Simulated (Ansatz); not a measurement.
# Al2H2 (triplet): correlated methods under varied settings at distance Al1–H3 = 1.953 Å

What do other methods and options give for Al2H2 (triplet) at this geometry, and how long do they take?

The runs use Ansatz 0.2.0, Gaussian basis; the settings change from run to run.

17 further runs of the same task are left out: 15 that didn't finish, 2 set aside as unsound or not needed.

### Step 1. The system

The geometry derives from a PBE0/def2-TZVP stationary point (not a proven minimum). One bond is set to the value named and the two fragments are kept rigid.

4 atoms, charge 0, spin multiplicity 3.

Atoms are counted from 1 here; the program's logs count them from 0.

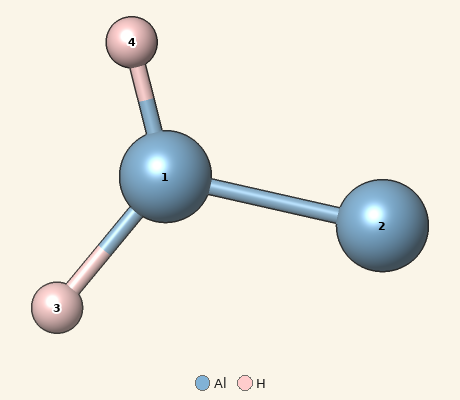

The geometry (aluminium light blue, hydrogen pink); atoms are numbered from 1 in the order of the file.

### Step 2. MP2 on ROHF/6-31G

Contents of in.yaml:

```yaml
crystal:
  periodic: [false, false, false]
  atoms:
    - {symbol: Al, position_ang: [0.000000, -0.005857, -1.198003]}
    - {symbol: Al, position_ang: [0.000000, -0.005857, 1.347097]}
    - {symbol: H, position_ang: [0.000000, 1.737850, -2.077601]}
    - {symbol: H, position_ang: [0.000000, -1.424257, -1.913503]}
basis:
  gaussian: {orbitals: 6-31G, fitting: {mean_field: def2-universal-jkfit}}
magnetization: {spin_polarized: false, initial_magnetization: 2}
correlation: {method: mp2, electrons: valence}
```

The run is started by

```
$ ansatz run in.yaml --threads 1 --pin off --events-out ev --progress --plain --max-ram 2393MiB
```

Standard output:

```text
Functional definition: HF
  name "HF"
  cite "Fock, Z. Phys. 61, 126 (1930) doi:10.1007/BF01340294"
  parent pbe
  exchange = exact_x
  correlation = 0
292 factors; integrals over basis functions are off by at most 1.2e-1 eV
mean field evaluation 1: about -13192.4689 eV, gradient 7.0e0 eV
mean field evaluation 2: about -13193.2438 eV, gradient 3.0e0 eV
mean field evaluation 4: about -13193.4770 eV, gradient 8.4e-1 eV
mean field evaluation 8: about -13193.5528 eV, gradient 1.4e-6 eV
mean field evaluation 16: about -13193.5133 eV, gradient 1.2e0 eV
mean field -13193.55281699 eV, -484.8541231132 hartree, gradient 1.4e-6 eV, S^2 2.000000; 6 other end points of the search recorded, 0 dependent functions left out
mean field evaluation 32: about -13193.2411 eV, gradient 2.6e0 eV
10 core orbitals not correlated: weight in the atoms' cores, before any rotation towards them, 1.000 or more for the frozen orbitals, at most 0.000 for the correlated occupied ones
reference -13193.55281699 eV, -484.8541231132 hartree; 5, 3 occupied and 15, 17 virtual orbitals, 292 factors
second order -1.52144570 eV of doubles, -0.01985557 eV of singles
Total energy: -13195.09411826 eV, -484.9107648901 hartree
```

It took 0.36 s on 1 thread of Intel Xeon 6975P-C, shared host.

### Step 3. CCSDT(Q)/B/6-31G

in.yaml: that of step 2 with these lines changed.

```diff
@@ -8,4 +8,6 @@
 basis:
-  gaussian: {orbitals: 6-31G, fitting: {mean_field: def2-universal-jkfit}}
+  gaussian: {orbitals: 6-31G}
 magnetization: {spin_polarized: false, initial_magnetization: 2}
-correlation: {method: mp2, electrons: valence}
+hamiltonian: {xc: {name: PBE}, pseudopotentials: {relativity: none}}
+correlation: {method: ccsdt_q_b, electrons: outside_noble_gas}
+scf: {lower_state_search: off}
```

The command is unchanged.

Standard output, shortened:

```text
Functional definition: PBE
  name "PBE"
  cite "Perdew, Burke & Ernzerhof, Phys. Rev. Lett. 77, 3865 (1996) doi:10.1103/PhysRevLett.77.3865"
  parent pbe
[...]
613 factors; integrals over basis functions are off by at most 1.4e-7 eV
[...]
mean field -13214.69253031 eV, -485.6309932486 hartree, gradient 8.1e-6 eV, S^2 2.000000; 0 other end points of the search recorded, 0 dependent functions left out
10 core orbitals not correlated: weight in the atoms' cores, before any rotation towards them, 1.000 or more for the frozen orbitals, at most 0.000 for the correlated occupied ones
reference -13193.04154125 eV, -484.8353340763 hartree; 5, 3 occupied and 15, 17 virtual orbitals, 613 factors
second order -1.79997306 eV of doubles, -0.25384810 eV of singles
cycle   1  -2.47871730 eV  change   -4.3e-1 eV  update   7.9e-2
[...]
cycle  17  -2.81295099 eV  change    5.9e-7 eV  update   8.3e-7
perturbative correction -0.00358258 eV, -0.0001316573 hartree
Total energy: -13195.85807482 eV, -484.9388397759 hartree
Checks for a lower state left out: stability, starts, cluster_reference, orbital_swaps, neighbouring_geometries, increment
```

Wall time 2 s (1 thread of Intel Xeon 6975P-C, shared host).

From the report: correlation -2.8165 eV; T1 0.031; largest double amplitude 0.09. The orbitals are Kohn-Sham ones, so correlation energy and T1 don't compare with those on Hartree-Fock orbitals.

### Step 4. CCSDT(Q)/B on ROHF/6-31G

in.yaml: that of step 3 with these lines changed.

```diff
@@ -8,5 +8,4 @@
 basis:
-  gaussian: {orbitals: 6-31G}
+  gaussian: {orbitals: 6-31G, fitting: {mean_field: def2-universal-jkfit}}
 magnetization: {spin_polarized: false, initial_magnetization: 2}
-hamiltonian: {xc: {name: PBE}, pseudopotentials: {relativity: none}}
 correlation: {method: ccsdt_q_b, electrons: outside_noble_gas}
```

The command is unchanged.

Standard output, shortened:

```text
Functional definition: HF
  name "HF"
  cite "Fock, Z. Phys. 61, 126 (1930) doi:10.1007/BF01340294"
  parent pbe
[...]
292 factors; integrals over basis functions are off by at most 1.2e-1 eV
[...]
mean field -13193.55281683 eV, -484.8541231073 hartree, gradient 1.4e-6 eV, S^2 2.000000; 0 other end points of the search recorded, 0 dependent functions left out
10 core orbitals not correlated: weight in the atoms' cores, before any rotation towards them, 1.000 or more for the frozen orbitals, at most 0.000 for the correlated occupied ones
reference -13193.55281683 eV, -484.8541231073 hartree; 5, 3 occupied and 15, 17 virtual orbitals, 292 factors
second order -1.52144574 eV of doubles, -0.01985557 eV of singles
cycle   1  -1.98369172 eV  change   -4.4e-1 eV  update   8.3e-2
[...]
cycle  18  -2.42440570 eV  change    3.8e-8 eV  update   7.3e-7
perturbative correction -0.00351012 eV, -0.0001289946 hartree
Total energy: -13195.98073265 eV, -484.9433473679 hartree
Checks for a lower state left out: stability, starts, cluster_reference, orbital_swaps, neighbouring_geometries, increment
```

Run time: 1.4 s. Hardware: 1 thread of Intel Xeon 6975P-C, shared host.

From the report: correlation -2.4279 eV; T1 0.051; largest double amplitude 0.10.

### Step 5. CCSDT(Q)/B on ROHF/6-31G

in.yaml: that of step 4 with these lines changed.

```diff
@@ -8,5 +8,4 @@
 basis:
-  gaussian: {orbitals: 6-31G, fitting: {mean_field: def2-universal-jkfit}}
+  gaussian: {orbitals: 6-31G, point_charges: [{charge: 0.50, position_ang: [3.006, 0.014, 0.741]}]}
 magnetization: {spin_polarized: false, initial_magnetization: 2}
 correlation: {method: ccsdt_q_b, electrons: outside_noble_gas}
-scf: {lower_state_search: off}
```

The command is unchanged.

Standard output, shortened:

```text
Functional definition: HF
  name "HF"
  cite "Fock, Z. Phys. 61, 126 (1930) doi:10.1007/BF01340294"
  parent pbe
[...]
613 factors; integrals over basis functions are off by at most 1.4e-7 eV
[...]
mean field -13193.72149311 eV, -484.8603218462 hartree, gradient 7.5e-6 eV, S^2 2.000000; 7 other end points of the search recorded, 0 dependent functions left out
determinant -13193.72149311 eV, -484.8603218462 hartree, with singles and doubles -13196.03906704 eV, -484.9454911172 hartree
determinant -13192.76717126 eV, -484.8252511652 hartree, with singles and doubles -13194.91146766 eV, -484.9040526043 hartree
determinant -13190.55635182 eV, -484.7440050492 hartree, with singles and doubles -13193.27178941 eV, -484.8437955400 hartree
determinant -13190.27089902 eV, -484.7335148521 hartree, with singles and doubles -13192.97290445 eV, -484.8328117204 hartree
10 core orbitals not correlated: weight in the atoms' cores, before any rotation towards them, 1.000 or more for the frozen orbitals, at most 0.000 for the correlated occupied ones
reference -13193.72149311 eV, -484.8603218462 hartree; 5, 3 occupied and 15, 17 virtual orbitals, 613 factors
second order -1.51664256 eV of doubles, -0.02071443 eV of singles
cycle   1  -1.97780526 eV  change   -4.4e-1 eV  update   8.2e-2
[...]
cycle  18  -2.40274415 eV  change   -5.7e-7 eV  update   8.4e-7
perturbative correction -0.00329822 eV, -0.0001212073 hartree
Total energy: -13196.12753548 eV, -484.9487422724 hartree
```

It took 1.6 s on 1 thread of Intel Xeon 6975P-C, shared host.

From the report: correlation -2.4060 eV; T1 0.045; largest double amplitude 0.07.

### Step 6. CASSCF(2,9)/6-31G

in.yaml: that of step 5 with these lines changed.

```diff
@@ -8,4 +8,4 @@
 basis:
-  gaussian: {orbitals: 6-31G, point_charges: [{charge: 0.50, position_ang: [3.006, 0.014, 0.741]}]}
+  gaussian: {orbitals: 6-31G}
 magnetization: {spin_polarized: false, initial_magnetization: 2}
-correlation: {method: ccsdt_q_b, electrons: outside_noble_gas}
+correlation: {active_space: {window: {electrons: 2, orbitals: 9}}}
```

Launched as before.

Standard output:

```text
Functional definition: HF
  name "HF"
  cite "Fock, Z. Phys. 61, 126 (1930) doi:10.1007/BF01340294"
  parent pbe
  exchange = exact_x
  correlation = 0
340 factors; integrals over basis functions are off by at most 1.5e-4 eV
mean field evaluation 1: about -13192.4608 eV, gradient 7.0e0 eV
mean field evaluation 2: about -13192.4672 eV, gradient 7.0e0 eV
mean field evaluation 4: about -13193.4010 eV, gradient 1.3e0 eV
mean field evaluation 8: about -13193.5509 eV, gradient 2.0e-1 eV
mean field evaluation 16: about -13193.0863 eV, gradient 4.2e-1 eV
mean field evaluation 32: about -13193.5500 eV, gradient 1.6e-1 eV
mean field -13193.55255697 eV, -484.8541135576 hartree, gradient 2.5e-6 eV, S^2 2.000000; 6 other end points of the search recorded, 0 dependent functions left out
reference -13193.55255697 eV, -484.8541135576 hartree; 15, 13 occupied and 15, 17 virtual orbitals, 340 factors
state -13193.63657870 eV, -484.8572012991 hartree
Total energy: -13193.63657870 eV, -484.8572012991 hartree
```

It took 3.1 s on 1 thread of Intel Xeon 6975P-C, shared host.

From the report: 81 determinants; active occupations 0.99, 0.99, 0.01, 0.01, 0.00, 0.00, 0.00, 0.00, 0.00.

### Step 7. CISD/def2-mTZVP

in.yaml: that of step 6 with these lines changed.

```diff
@@ -8,4 +8,4 @@
 basis:
-  gaussian: {orbitals: 6-31G}
+  gaussian: {orbitals: def2-mTZVP}
 magnetization: {spin_polarized: false, initial_magnetization: 2}
-correlation: {active_space: {window: {electrons: 2, orbitals: 9}}}
+correlation: {active_space: {ras: {orbitals: [3, 2, 35], electrons: 8, max_holes: 2, max_particles: 2}, fixed_orbitals: true}}
```

Launched as before.

Standard output:

```text
Functional definition: HF
  name "HF"
  cite "Fock, Z. Phys. 61, 126 (1930) doi:10.1007/BF01340294"
  parent pbe
  exchange = exact_x
  correlation = 0
458 factors; integrals over basis functions are off by at most 5.6e-4 eV
mean field evaluation 1: about -13193.5583 eV, gradient 7.9e0 eV
mean field evaluation 2: about -13193.6957 eV, gradient 8.3e0 eV
mean field evaluation 4: about -13194.7937 eV, gradient 1.5e0 eV
mean field evaluation 8: about -13194.9002 eV, gradient 6.1e-1 eV
mean field evaluation 16: about -13194.9457 eV, gradient 1.2e-6 eV
mean field evaluation 32: about -13194.5393 eV, gradient 3.2e-1 eV
mean field evaluation 64: about -13194.9457 eV, gradient 1.8e-6 eV
mean field -13194.94570963 eV, -484.9053109733 hartree, gradient 1.8e-6 eV, S^2 2.000000; 6 other end points of the search recorded, 0 dependent functions left out
reference -13194.94570963 eV, -484.9053109733 hartree; 15, 13 occupied and 35, 37 virtual orbitals, 458 factors
state -13197.72727654 eV, -485.0075316719 hartree
Total energy: -13197.72727654 eV, -485.0075316719 hartree
```

Run time: 1.2 s. Hardware: 1 thread of Intel Xeon 6975P-C, shared host.

From the report: 53,112 determinants.

### Step 8. BCCD on ROHF/6-31G*

in.yaml: that of step 7 with these lines changed.

```diff
@@ -8,4 +8,5 @@
 basis:
-  gaussian: {orbitals: def2-mTZVP}
+  gaussian: {orbitals: "6-31G*"}
 magnetization: {spin_polarized: false, initial_magnetization: 2}
-correlation: {active_space: {ras: {orbitals: [3, 2, 35], electrons: 8, max_holes: 2, max_particles: 2}, fixed_orbitals: true}}
+hamiltonian: {pseudopotentials: {relativity: none}}
+correlation: {method: bccd, electrons: valence, diis_vectors: 12}
```

Launched as before.

Standard output, shortened:

```text
Functional definition: HF
  name "HF"
  cite "Fock, Z. Phys. 61, 126 (1930) doi:10.1007/BF01340294"
  parent pbe
[...]
394 factors; integrals over basis functions are off by at most 1.2e-3 eV
[...]
mean field -13194.18332673 eV, -484.8772939188 hartree, gradient 2.9e-6 eV, S^2 2.000000; 8 other end points of the search recorded, 0 dependent functions left out
[...]
determinant -13194.18332673 eV, -484.8772939188 hartree, with singles and doubles -13197.36698371 eV, -484.9942911548 hartree
determinant -13193.73631986 eV, -484.8608667192 hartree, with singles and doubles -13196.73393504 eV, -484.9710270450 hartree
determinant -13192.06234998 eV, -484.7993494609 hartree, with singles and doubles -13195.55674196 eV, -484.9277659975 hartree
determinant -13191.34767385 eV, -484.7730855974 hartree, with singles and doubles -13194.90838960 eV, -484.9039394877 hartree
10 core orbitals not correlated: weight in the atoms' cores, before any rotation towards them, 1.000 or more for the frozen orbitals, at most 0.000 for the correlated occupied ones
reference -13194.18332673 eV, -484.8772939188 hartree; 5, 3 occupied and 27, 29 virtual orbitals, 394 factors
second order -2.26380607 eV of doubles, -0.03862783 eV of singles
cycle   1  -3.19663516 eV  change   -1.3e-2 eV  update   1.3e-2
[...]
cycle  10  -3.18934276 eV  change    6.5e-6 eV  update   7.4e-6
Total energy: -13197.37266949 eV, -484.9945001034 hartree
```

Run time: 1.5 s. Hardware: 1 thread of Intel Xeon 6975P-C, shared host.

From the report: correlation -3.1893 eV; largest double amplitude 0.08.

### Step 9. MRCISD+Q(relaxed)(2,8)/6-31G

in.yaml: that of step 8 with these lines changed.

```diff
@@ -8,5 +8,6 @@
 basis:
-  gaussian: {orbitals: "6-31G*"}
+  gaussian: {orbitals: 6-31G}
 magnetization: {spin_polarized: false, initial_magnetization: 2}
-hamiltonian: {pseudopotentials: {relativity: none}}
-correlation: {method: bccd, electrons: valence, diis_vectors: 12}
+correlation: {method: fic_mrcisd_q_relaxed, electrons: valence, active_space: {window: {electrons: 2, orbitals: 8}}}
+accuracy: high
+scf: {lower_state_search: off}
```

The command is unchanged.

Standard output, shortened:

```text
Functional definition: HF
  name "HF"
  cite "Fock, Z. Phys. 61, 126 (1930) doi:10.1007/BF01340294"
  parent pbe
[...]
659 factors; integrals over basis functions are off by at most 3.0e-9 eV
[...]
mean field -13193.55264554 eV, -484.8541168125 hartree, gradient 1.5e-8 eV, S^2 2.000000; 0 other end points of the search recorded, 0 dependent functions left out
reference -13193.55264554 eV, -484.8541168125 hartree; 15, 13 occupied and 15, 17 virtual orbitals, 659 factors
state -13193.63666545 eV, -484.8572044870 hartree
contracted CI cycle   1: correlation 0.00000000 eV, 0.0000000000 hartree, residual 7.98e0 eV
contracted CI cycle   2: correlation -1.98687694 eV, -0.0730163806 hartree, residual 1.68e0 eV
contracted CI cycle   3: correlation -2.10413219 eV, -0.0773254317 hartree, residual 6.29e-1 eV
contracted CI cycle   4: correlation -2.12018160 eV, -0.0779152368 hartree, residual 2.40e-1 eV
[...]
contracted CI cycle  11: correlation -2.12391187 eV, -0.0780523217 hartree, residual 2.68e-4 eV
contracted CI cycle  12: correlation -2.12391188 eV, -0.0780523219 hartree, residual 1.05e-4 eV
contracted CI cycle  13: correlation -2.12391188 eV, -0.0780523219 hartree, residual 4.40e-5 eV
contracted CI cycle  14: correlation -2.12391188 eV, -0.0780523219 hartree, residual 2.06e-5 eV
contracted CI cycle  15: correlation -2.12391188 eV, -0.0780523219 hartree, residual 1.02e-5 eV
contracted CI cycle  16: correlation -2.12391188 eV, -0.0780523219 hartree, residual 4.90e-6 eV
contracted CI cycle  17: correlation -2.12391188 eV, -0.0780523219 hartree, residual 2.01e-6 eV
state -13193.63666545 eV, -484.8572044870 hartree; corrected -13195.97186406 eV, -484.9430214532 hartree
WARN: 2 active orbitals are nearly empty or full. The corrections depend on them more than the energy does, and are more stable in an active space without them
Total energy: -13195.97186406 eV, -484.9430214532 hartree
Checks for a lower state left out: stability, starts, cluster_reference, orbital_swaps, neighbouring_geometries, increment
```

Wall time 2.8 s (1 thread of Intel Xeon 6975P-C, shared host).

From the report: 32 determinants; active occupations 0.99, 0.99, 0.01, 0.01, 0.00, 0.00, 0.00, 0.00. The report marks this result as in doubt.

### Step 10. CCSDTQ on UHF/STO-3G

Contents of in.yaml:

```yaml
crystal:
  periodic: [false, false, false]
  atoms:
    - {symbol: Al, position_ang: [0.000000, -0.005857, -1.198003]}
    - {symbol: Al, position_ang: [0.000000, -0.005857, 1.347097]}
    - {symbol: H, position_ang: [0.000000, 1.737850, -2.077601]}
    - {symbol: H, position_ang: [0.000000, -1.424257, -1.913503]}
basis:
  gaussian: {orbitals: STO-3G}
magnetization: {spin_polarized: true, initial_magnetization: 2}
correlation: {method: ccsdtq, electrons: outside_noble_gas}
output: {forces: true}
```

The command is unchanged.

Standard output, shortened:

```text
Functional definition: HF
  name "HF"
  cite "Fock, Z. Phys. 61, 126 (1930) doi:10.1007/BF01340294"
  parent pbe
[...]
329 factors; integrals over basis functions are off by at most 2.9e-8 eV
[...]
mean field -13032.51710423 eV, -478.9361698232 hartree, gradient 2.8e-6 eV, S^2 2.049544; 11 other end points of the search recorded, 0 dependent functions left out
determinant -13032.51710423 eV, -478.9361698232 hartree, with singles and doubles -13034.78255891 eV, -479.0194237470 hartree
determinant -13032.22107181 eV, -478.9252908323 hartree, with singles and doubles -13034.19768074 eV, -478.9979298709 hartree
determinant -13029.46309959 eV, -478.8239372225 hartree, with singles and doubles -13031.53512186 eV, -478.9000826367 hartree
determinant -13029.20598966 eV, -478.8144886068 hartree, with singles and doubles -13032.10387753 eV, -478.9209840221 hartree
10 core orbitals not correlated: weight in the atoms' cores, before any rotation towards them, 1.000 or more for the frozen orbitals, at most 0.000 for the correlated occupied ones
reference -13032.51710423 eV, -478.9361698232 hartree; 5, 3 occupied and 5, 7 virtual orbitals, 329 factors
second order -1.33138432 eV of doubles, -0.00000000 eV of singles
cycle   1  -1.78491903 eV  change   -4.5e-1 eV  update   9.0e-2
[...]
cycle  21  -2.36154449 eV  change   -1.8e-8 eV  update   1.6e-7
[...]
Total energy: -13034.87864872 eV, -479.0229549825 hartree
Atom 0 at     0.000000    -0.005857    -1.198003 Å, force     0.000000     2.551056     0.523689 eV/Å
Atom 1 at     0.000000    -0.005857     1.347097 Å, force     0.000000     0.028407    -2.564898 eV/Å
Atom 2 at     0.000000     1.737850    -2.077601 Å, force     0.000000    -3.856055     1.722246 eV/Å
Atom 3 at     0.000000    -1.424257    -1.913503 Å, force     0.000000     1.276592     0.318963 eV/Å
Dipole moment:     0.000000    -0.082548     0.640170 e Å
```

It took 41 s on 1 thread of Intel Xeon 6975P-C, shared host; peak memory 0.35 GiB.

From the report: ⟨S²⟩ of the determinant 2.050 (pure triplet: 2.00); correlation -2.3615 eV; T1 0.060; largest double amplitude 0.11.

### Step 11. The runs in one table

Where basis and cores are those of an earlier FCI/6-31G run (-13195.9813 eV), and the state is the same kind, the miss against it is given. † marks a result that the program doubts.

| level | correlated | functions | energy (eV) | from FCI (meV) | time |
| --- | --- | --- | --- | --- | --- |
| MP2 on ROHF/6-31G | valence | 30 | -13195.0941 | 887.2 | 0.36 s |
| CCSDT(Q)/B/6-31G (on PBE orbitals) | outside noble gas | 30 | -13195.8581 |  | 2 s |
| CCSDT(Q)/B on ROHF/6-31G | outside noble gas | 30 | -13195.9807 | 0.6 | 1.4 s |
| CCSDT(Q)/B on ROHF/6-31G (beside a point charge) | outside noble gas | 30 | -13196.1275 |  | 1.6 s |
| CASSCF(2,9)/6-31G |  | 30 | -13193.6366 | 2344.7 | 3.1 s |
| CISD/def2-mTZVP | outside noble gas | 50 | -13197.7273 |  | 1.2 s |
| BCCD on ROHF/6-31G* | valence | 42 | -13197.3727 |  | 1.5 s |
| MRCISD+Q(relaxed)(2,8)/6-31G † | valence | 30 | -13195.9719 |  | 2.8 s |
| CCSDTQ on UHF/STO-3G | outside noble gas | 20 | -13034.8786 |  | 41 s |

### Step 12. Outcome

| quantity | value |
| --- | --- |
| runs | 9 |
| quickest | MP2 on ROHF/6-31G, 0.36 s |
| slowest | CCSDTQ on UHF/STO-3G, 41 s |

**Reading.** Total energies in different bases, with other cores or another treatment of relativity can't be set against each other. CCSDTQ on UHF/STO-3G took 114 times as long as MP2 on ROHF/6-31G; the jobs differ in more than the method. Among the correlated runs with a miss given, it spans +1 to +887 meV. Hartree-Fock, CASSCF and CASCI lack dynamic correlation by design.
